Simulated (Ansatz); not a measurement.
HfN (rock salt), conventional cell a = 4.5255 Å, b = 4.5255 Å, c = 4.5255 Å, α = 90.00°, β = 90.00°, γ = 90.00°. The calculation uses the primitive cell of 2 atoms, to which meshes and values per cell refer.

This relaxed cell (volume V₀) is scaled evenly in all directions, its shape held. Symmetry pins the atoms to their sites.

The numbers are results of r2SCAN (plane waves to 500 eV, PAW, scalar-relativistic; Ansatz, a quantum-chemistry and plane-wave program), not measurements. k mesh 18×18×18 (Γ-centred), Fermi-Dirac smearing 0.05 eV. Energies are smeared free energies. HfN is run without spin polarisation. HfN was relaxed with its symmetry unable to fall. Spin-orbit coupling is left out, though Hf is heavy. ΔE is measured from the relaxed starting cell.

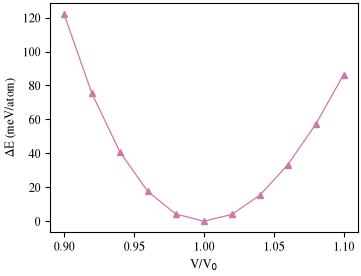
Fig. 1. ΔE (meV/atom) against V/V₀; markers are the computed points, lines only join them.

**Question.** What is ΔE at V/V₀ = 1.100?

**Answer.** About 86 meV/atom.

**Question.** What is ΔE at V/V₀ = 0.900?

**Answer.** About 120 meV/atom.

**Question.** What bulk modulus B₀ follows from a third-order Birch-Murnaghan fit?

**Answer.** About 280 GPa.

(Under strain, the slope of the energy per volume gives the stress and its curvature an elastic modulus.)
